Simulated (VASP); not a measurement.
# GW on SnO2 (Cassiterite)

Wanted: how far GW moves the Kohn-Sham levels of SnO2 (Cassiterite). The cell is of the rutile type, one of the forms listed for this formula. The start is a cell from a database of measured crystal structures.

Main program and level: VASP 6.6.1; PBE, spin-orbit coupling; plane waves and PAW (Sn_d_GW, O_GW), in the first sound run; inputs show where later runs differ.

## (1) The starting structure

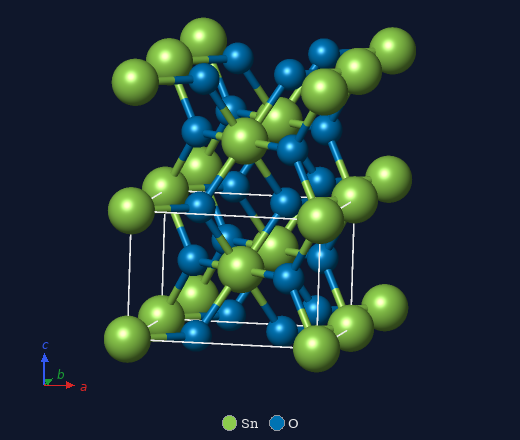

The cell as given, slightly off an axis (tin green, oxygen blue). 1×2×2 cells are drawn. Some periodic images of atoms are drawn too.

## (2) Ground state

The orbitals come from a self-consistent PBE run with a tight EDIFF and a narrow smearing. KPOINTS_OPT adds the bands along a path, which shows whether the mesh holds the band edges.

INCAR

```
SYSTEM = SnO2
PREC = Accurate
ENCUT = 440
EDIFF = 1E-08
NELM = 100
ISMEAR = 0
SIGMA = 0.01
LREAL = .FALSE.
ALGO = Normal
GGA = PE
LNONCOLLINEAR = .TRUE.
MAGMOM = 0 0 0 0 0 0 0 0 0 0 0 0 0 0 0 0 0 0
NBANDS = 64
GGA_COMPAT = .FALSE.
LASPH = .TRUE.
LSORBIT = .TRUE.
LORBIT = 11
LWAVE = .TRUE.
LCHARG = .FALSE.
KPAR = 8
```

POSCAR

```
SnO2
1.0
    4.7380000000      0.0000000000      0.0000000000
    0.0000000000      4.7380000000      0.0000000000
    0.0000000000      0.0000000000      3.1865000000
Sn O
2 4
Direct
    0.0000000000      0.0000000000      0.0000000000
    0.5000000000      0.5000000000      0.5000000000
    0.3071000000      0.3071000000      0.0000000000
    0.1929000000      0.8071000000      0.5000000000
    0.6929000000      0.6929000000      0.0000000000
    0.8071000000      0.1929000000      0.5000000000
```

KPOINTS

```
Automatic mesh
0
Gamma
4 4 4
0 0 0
```

KPOINTS_OPT

```
Line mode
12
Line-mode
Reciprocal
  0.00000000   0.00000000   0.00000000 GAMMA
  0.00000000   0.50000000   0.00000000 X

  0.00000000   0.50000000   0.00000000 X
  0.50000000   0.50000000   0.00000000 M

  0.50000000   0.50000000   0.00000000 M
  0.00000000   0.00000000   0.00000000 GAMMA

  0.00000000   0.00000000   0.00000000 GAMMA
  0.00000000   0.00000000   0.50000000 Z

  0.00000000   0.00000000   0.50000000 Z
  0.00000000   0.50000000   0.50000000 R

  0.00000000   0.50000000   0.50000000 R
  0.50000000   0.50000000   0.50000000 A

  0.50000000   0.50000000   0.50000000 A
  0.00000000   0.00000000   0.50000000 Z

  0.00000000   0.50000000   0.00000000 X
  0.00000000   0.50000000   0.50000000 R

  0.50000000   0.50000000   0.00000000 M
  0.50000000   0.50000000   0.50000000 A
```

The projector-augmented-wave data sets are Sn_d_GW and O_GW (PBE family, release 64).

Command:

```console
> mpirun -np 8 vasp_ncl
```

What it wrote:

```text
[banner, memory and clock lines left out]
running    8 mpi-ranks, on    1 nodes
 distrk:  each k-point on    1 cores,    8 groups
 distr:  one band on    1 cores,    1 groups

 POSCAR found type information on POSCAR SnO
 POSCAR found :  2 types and       6 ions
|                                                                             |
|           W    W    AA    RRRRR   N    N  II  N    N   GGGG   !!!           |
|           W    W   A  A   R    R  NN   N  II  NN   N  G    G  !!!           |
|           W    W  A    A  R    R  N N  N  II  N N  N  G       !!!           |
|           W WW W  AAAAAA  RRRRR   N  N N  II  N  N N  G  GGG   !            |
|           WW  WW  A    A  R   R   N   NN  II  N   NN  G    G                |
|           W    W  A    A  R    R  N    N  II  N    N   GGGG   !!!           |
|                                                                             |
|     For optimal performance we recommend to set                             |
|       NCORE = 2 up to number-of-cores-per-socket                            |
|     NCORE specifies how many cores store one orbital (NPAR=cpu/NCORE).      |
|     This setting can greatly improve the performance of VASP for DFT.       |
|     The default, NCORE=1 might be grossly inefficient on modern             |
|     multi-core architectures or massively parallel machines. Do your        |
|     Unfortunately you need to use the default for GW and RPA                |
|     calculations (for HF NCORE is supported but not extensively tested      |
|     yet).                                                                   |
|                                                                             |

 LDA part: xc-table for (Slater+PW92), standard interpolation
 POSCAR, INCAR and KPOINTS ok, starting setup
 FFT: planning ... GRIDC
 FFT: planning ... GRID_SOFT
 FFT: planning ... GRID
 WAVECAR not read
 entering main loop
       N       E                     dE             d eps       ncg     rms          rms(c)
DAV:   1     0.807946182413E+03    0.80795E+03   -0.15910E+04  4112   0.995E+03
DAV:   2     0.251774498468E+03   -0.55617E+03   -0.51710E+03  4288   0.225E+03
DAV:   3     0.979071928078E+00   -0.25080E+03   -0.24206E+03  4608   0.670E+02
DAV:   4    -0.379955407356E+02   -0.38975E+02   -0.38486E+02  4344   0.327E+02
DAV:   5    -0.433315253183E+02   -0.53360E+01   -0.53121E+01  4384   0.162E+02    0.287E+01
DAV:   6    -0.370538448565E+02    0.62777E+01   -0.22188E+01  4456   0.282E+02    0.142E+01
DAV:   7    -0.374211886596E+02   -0.36734E+00   -0.50587E+00  4320   0.300E+01    0.130E+01
DAV:   8    -0.374200402165E+02    0.11484E-02   -0.53099E-01  4336   0.304E+01    0.254E+00
DAV:   9    -0.374066936784E+02    0.13347E-01   -0.95562E-02  4352   0.209E+01    0.856E-01
DAV:  10    -0.374079609978E+02   -0.12673E-02   -0.13148E-02  3912   0.157E+00    0.931E-01
DAV:  11    -0.374077861739E+02    0.17482E-03   -0.12937E-03  4416   0.144E+00    0.426E-01
DAV:  12    -0.374077569932E+02    0.29181E-04   -0.73896E-04  4560   0.134E+00    0.299E-02
DAV:  13    -0.374077730888E+02   -0.16096E-04   -0.16542E-04  4560   0.197E-01    0.525E-02
DAV:  14    -0.374077728512E+02    0.23761E-06   -0.39299E-06  4464   0.784E-02    0.331E-02
DAV:  15    -0.374077724432E+02    0.40796E-06   -0.10771E-06  4384   0.593E-02    0.139E-02
DAV:  16    -0.374077724697E+02   -0.26425E-07   -0.31657E-07  4384   0.280E-02    0.627E-03
DAV:  17    -0.374077725397E+02   -0.70052E-07   -0.14541E-08  2280   0.120E-02    0.281E-03
DAV:  18    -0.374077725874E+02   -0.47638E-07   -0.10956E-07  3136   0.634E-03    0.269E-04
DAV:  19    -0.374077726205E+02   -0.33147E-07   -0.37958E-08  2560   0.350E-03    0.840E-04
DAV:  20    -0.374077726052E+02    0.15305E-07   -0.29520E-09  1888   0.194E-03    0.594E-04
DAV:  21    -0.374077726074E+02   -0.22237E-08   -0.22376E-09  1840   0.308E-03
   1 F= -.37407773E+02 E0= -.37407773E+02  d E =-.421254E-76  mag=    -0.0000     0.0000    -0.0000
 Start KPOINTS_OPT (optional k-point list driver)
k-point batch [1-18\108]
       N       E                     dE             ncg
DAV:   1     0.827834663225E+04    0.38211E+03     4144
DAV:   2    -0.147624682136E+04   -0.97546E+04     4232
DAV:   3    -0.592340894774E+04   -0.44472E+04     4608
DAV:   4    -0.668235313969E+04   -0.75894E+03     4304
DAV:   5    -0.680051989596E+04   -0.11817E+03     4360
DAV:   6    -0.680855788728E+04   -0.80380E+01     4056
DAV:   7    -0.680953905739E+04   -0.98117E+00     4224
DAV:   8    -0.680961114370E+04   -0.72086E-01     4040
DAV:   9    -0.680961918717E+04   -0.80435E-02     4200
DAV:  10    -0.680961954921E+04   -0.36204E-03     4120
DAV:  11    -0.680961957698E+04   -0.27771E-04     4144
DAV:  12    -0.680961958027E+04   -0.32907E-05     3520
DAV:  13    -0.680961958067E+04   -0.39543E-06     2560
DAV:  14    -0.680961958071E+04   -0.47393E-07     2280
DAV:  15    -0.680961958072E+04   -0.76443E-08     2016
[...]
k-point batch [91-108\108]
       N       E                     dE             ncg
DAV:   1     0.804681196325E+04   -0.19137E+05     4144
DAV:   2    -0.164635812514E+04   -0.96932E+04     4216
DAV:   3    -0.607337483475E+04   -0.44270E+04     4600
DAV:   4    -0.682661229153E+04   -0.75324E+03     4328
DAV:   5    -0.693690611639E+04   -0.11029E+03     4328
DAV:   6    -0.694436530758E+04   -0.74592E+01     4040
DAV:   7    -0.694528038220E+04   -0.91507E+00     4256
DAV:   8    -0.694535889216E+04   -0.78510E-01     4000
DAV:   9    -0.694536645152E+04   -0.75594E-02     4168
DAV:  10    -0.694536732370E+04   -0.87218E-03     4080
DAV:  11    -0.694536751292E+04   -0.18922E-03     4152
DAV:  12    -0.694536751636E+04   -0.34424E-05     3344
DAV:  13    -0.694536751674E+04   -0.37538E-06     2576
DAV:  14    -0.694536751678E+04   -0.43929E-07     2224
DAV:  15    -0.694536751678E+04   -0.28003E-08     2032
 writing wavefunctions
```

The job ended after 3.5 min (8 MPI ranks of Intel Xeon Platinum 8259CL at 2.50GHz (Skylake/Cascade Lake), shared host; peak memory 3.3 GiB; 28 min of CPU time).

The logs omit lines about the potential files and the build; timing stands in the text.

OUTCAR, selected parts (step 2):

```text
ion  position               nearest neighbor table
   1  0.000  0.000  0.000-   4 2.05   6 2.05   4 2.05   6 2.05   5 2.06   3 2.06
   2  0.500  0.500  0.500-   3 2.05   5 2.05   3 2.05   5 2.05   4 2.06   6 2.06
   3  0.307  0.307  0.000-   2 2.05   2 2.05   1 2.06
   4  0.193  0.807  0.500-   1 2.05   1 2.05   2 2.06
   5  0.693  0.693  0.000-   2 2.05   2 2.05   1 2.06
   6  0.807  0.193  0.500-   1 2.05   1 2.05   2 2.06

  LATTYP: Found a simple tetragonal cell.
 ALAT       =     4.7380000000
 C/A-ratio  =     0.6725411566

 Subroutine GETGRP returns: Found 16 space group operations
 (whereof  8 operations were pure point group operations)

The static configuration has the point symmetry D_2h.
 The point group associated with its full space group is D_4h.

 Found     18 irreducible k-points:

   k-points           NKPTS =     18   k-points in BZ     NKDIM =     18   number of bands    NBANDS=     64

   dimension x,y,z NGX =    32 NGY =   32 NGZ =   24
   dimension x,y,z NGXF=    64 NGYF=   64 NGZF=   48

   ENCUT  =  440.0 eV  32.34 Ry    5.69 a.u.   8.10  8.10  5.45*2*pi/ulx,y,z

   NELECT =      52.0000    total number of electrons

 k-points in reciprocal lattice and weights: Automatic mesh
   0.00000000  0.00000000  0.00000000       0.016
   0.25000000  0.00000000  0.00000000       0.062
   0.50000000  0.00000000  0.00000000       0.031
   0.25000000  0.25000000  0.00000000       0.062
   0.50000000  0.25000000  0.00000000       0.062
   0.50000000  0.50000000  0.00000000       0.016
   0.00000000  0.00000000  0.25000000       0.031
   0.25000000  0.00000000  0.25000000       0.125
   0.50000000  0.00000000  0.25000000       0.062
[...]
0.50000000  0.25000000  0.50000000       0.062
   0.50000000  0.50000000  0.50000000       0.016

 average (electrostatic) potential at core
       1 -74.8523       2 -74.8523       3 -69.6281       4 -69.6281       5 -69.6281
       6 -69.6281

 E-fermi :   4.4756

 k-point     1 :       0.0000    0.0000    0.0000
  band No.  band energies     occupation
    ...
     48       3.5555      1.00000
     49       3.5806      1.00000
     50       3.5806      1.00000
     51       4.3465      1.00000
     52       4.3465      1.00000
     53       5.6142      0.00000
     54       5.6142      0.00000
     55      10.4965      0.00000
     56      10.4965      0.00000
     57      10.5753      0.00000
    ...

 k-point     2 :       0.2500    0.0000    0.0000
  band No.  band energies     occupation
    ...
     48       3.1562      1.00000
     49       3.6079      1.00000
     50       3.6079      1.00000
     51       4.0598      1.00000
     52       4.0598      1.00000
     53       6.9057      0.00000
     54       6.9057      0.00000
     55      10.0322      0.00000
     56      10.0322      0.00000
     57      10.9186      0.00000
    ...

 k-point     3 :       0.5000    0.0000    0.0000
  band No.  band energies     occupation
    ...
     48       3.1604      1.00000
     49       3.7116      1.00000
     50       3.7116      1.00000
     51       3.7116      1.00000
     52       3.7116      1.00000
     53       8.7819      0.00000
     54       8.7819      0.00000
     55       8.7819      0.00000
     56       8.7819      0.00000
     57      11.4165      0.00000
    ...

  Total        2.7727354      2.7727354      4.2304472     -0.0000000      0.0000000      0.0000000
  in kB       62.1033422     62.1033422     94.7529696     -0.0000000      0.0000000      0.0000000
  external PRESSURE =      72.9865514 kB  Pullay stress =       0.0000000 kB

  energy-cutoff  :      440.00
  volume of cell :       71.53
      direct lattice vectors                 reciprocal lattice vectors
     4.738000000  0.000000000  0.000000000     0.211059519  0.000000000  0.000000000
     0.000000000  4.738000000  0.000000000     0.000000000  0.211059519  0.000000000
     0.000000000  0.000000000  3.186500000     0.000000000  0.000000000  0.313823945

 POSITION                                       TOTAL-FORCE (eV/Angst)
 -----------------------------------------------------------------------------------
      0.00000      0.00000      0.00000         0.000000     -0.000000      0.000000
      2.36900      2.36900      1.59325         0.000000     -0.000000      0.000000
      1.45504      1.45504      0.00000        -0.195428     -0.195428     -0.000000
      0.91396      3.82404      1.59325         0.195428     -0.195428     -0.000000
      3.28296      3.28296      0.00000         0.195428      0.195428      0.000000
      3.82404      0.91396      1.59325        -0.195428      0.195428      0.000000
 -----------------------------------------------------------------------------------
    total drift:                                0.000000     -0.000000     -0.000000

  FREE ENERGIE OF THE ION-ELECTRON SYSTEM (eV)
  ---------------------------------------------------
  free  energy   TOTEN  =       -37.4077726074 eV

  energy  without entropy=      -37.4077726074  energy(sigma->0) =      -37.40777261

 Spin-Orbit-Coupling matrix elements
 Ion:    1  E_soc:     -0.1245287
 Ion:    2  E_soc:     -0.1245287
 Ion:    3  E_soc:     -0.0003730
 Ion:    4  E_soc:     -0.0003730
 Ion:    5  E_soc:     -0.0003730
 Ion:    6  E_soc:     -0.0003730

 total charge
# of ion       s       p       d       f       tot
--------------------------------------------------
    1        0.786   0.991  10.491   0.186  12.455
    2        0.786   0.991  10.491   0.186  12.455
    3        1.543   3.482   0.000   0.000   5.024
    4        1.543   3.482   0.000   0.000   5.024
    5        1.543   3.482   0.000   0.000   5.024
    6        1.543   3.482   0.000   0.000   5.024
--------------------------------------------------
tot          7.743  15.907  20.983   0.372  45.006

 magnetization (x)
# of ion       s       p       d       f       tot
--------------------------------------------------
    1        0.000   0.000   0.000   0.000   0.000
    2        0.000   0.000   0.000   0.000   0.000
    3        0.000   0.000   0.000   0.000   0.000
    4        0.000   0.000   0.000   0.000   0.000
    5        0.000   0.000   0.000   0.000   0.000
    6        0.000   0.000   0.000   0.000   0.000
--------------------------------------------------
tot          0.000   0.000   0.000   0.000   0.000

 magnetization (y)
# of ion       s       p       d       f       tot
--------------------------------------------------
    1        0.000   0.000   0.000   0.000   0.000
    2        0.000   0.000   0.000   0.000   0.000
    3        0.000   0.000   0.000   0.000   0.000
    4        0.000   0.000   0.000   0.000   0.000
    5        0.000   0.000   0.000   0.000   0.000
    6        0.000   0.000   0.000   0.000   0.000
--------------------------------------------------
tot          0.000   0.000   0.000   0.000   0.000

 magnetization (z)
# of ion       s       p       d       f       tot
--------------------------------------------------
    1       -0.000   0.000  -0.000   0.000  -0.000
    2       -0.000   0.000   0.000   0.000  -0.000
    3        0.000   0.000   0.000   0.000   0.000
    4        0.000   0.000   0.000   0.000   0.000
    5        0.000   0.000   0.000   0.000   0.000
    6        0.000   0.000   0.000   0.000   0.000
--------------------------------------------------
tot         -0.000   0.000  -0.000   0.000  -0.000

[... 3 further parts left out ...]
```

LASPH is switched on together with spin-orbit coupling, so the change from the scalar run holds both.

This step gave:

```
free energy (TOTEN)               : -37.41 eV
Fermi energy                      : 4.476 eV
pressure                          : 7.299 GPa
least gap on mesh and path        : 1.268 eV
least direct gap on mesh and path : 1.268 eV
```

The spin moment in the PAW sphere vanishes on all atoms.

On-site spin-orbit energy by atom:

```tsv
atom	on-site spin-orbit energy (eV)
Sn1	-0.125
Sn2	-0.125
O3	0.000
O4	0.000
O5	0.000
O6	0.000
```

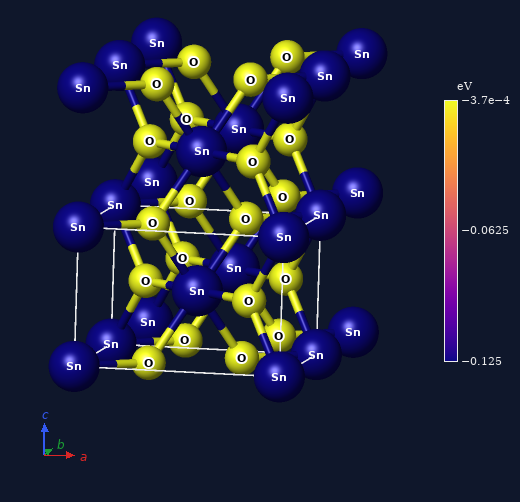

Atoms coloured by on-site spin-orbit energy. 1×2×2 cells are drawn. Some periodic images of atoms are drawn too.

The highest empty bands on the path are converged less tightly, to about 0.1 eV. Electronic bands along the path, in eV, zero at the valence-band top; v1 is the highest filled band, c1 the lowest empty one:

```tsv
point	v4	v3	v2	v1	c1	c2	c3	c4
Γ	-0.77	-0.77	0.00	0.00	1.27	1.27	6.15	6.15
X	-0.63	-0.63	-0.63	-0.63	4.44	4.44	4.44	4.44
M	-0.90	-0.90	-0.90	-0.90	4.83	4.83	4.83	4.83
Γ	-0.77	-0.77	0.00	0.00	1.27	1.27	6.15	6.15
Z	-1.26	-1.26	-1.26	-1.26	6.22	6.22	6.22	6.22
R	-0.70	-0.70	-0.69	-0.69	6.50	6.50	6.51	6.51
A	-0.84	-0.84	-0.84	-0.84	4.92	4.92	4.92	4.92
Z	-1.26	-1.26	-1.26	-1.26	6.22	6.22	6.22	6.22
jump to X	-0.63	-0.63	-0.63	-0.63	4.44	4.44	4.44	4.44
R	-0.70	-0.70	-0.69	-0.69	6.50	6.50	6.51	6.51
jump to M	-0.90	-0.90	-0.90	-0.90	4.83	4.83	4.83	4.83
A	-0.84	-0.84	-0.84	-0.84	4.92	4.92	4.92	4.92
```

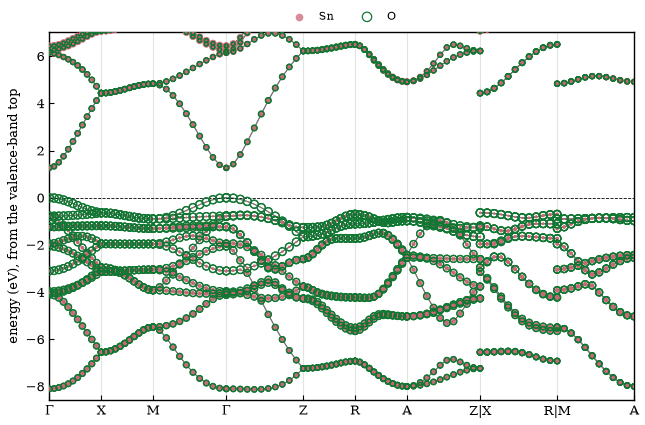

Electronic bands along the path; dots are coloured as in the legend, and their area grows with the weight.

The cell has a gap of 1.27 eV on mesh and path and a pressure of +7.3 GPa, which holds the misfit of the given cell and coordinates with this functional, and any error of cutoff, mesh and data sets. Forces of up to 0.28 eV/Å remain in these settings.

(Continued in part 2 of 3.)

[Lines on the potential files, build, host, timing and source positions are cut from VASP's logs without a mark.]

[Logs are printed without paths, hosts, clocks, repeated set-up lines and the standing remarks that a program may print on its own settings, such as how far it seeks lower states.]

[Hosts, paths, dates, database ids (printed as entryN), source tags and the programs' standing remarks are cut or masked in the printed files.]

[Pressures printed for these runs are not shown converged in the cutoff: they can be off by several GPa and have the wrong sign.]
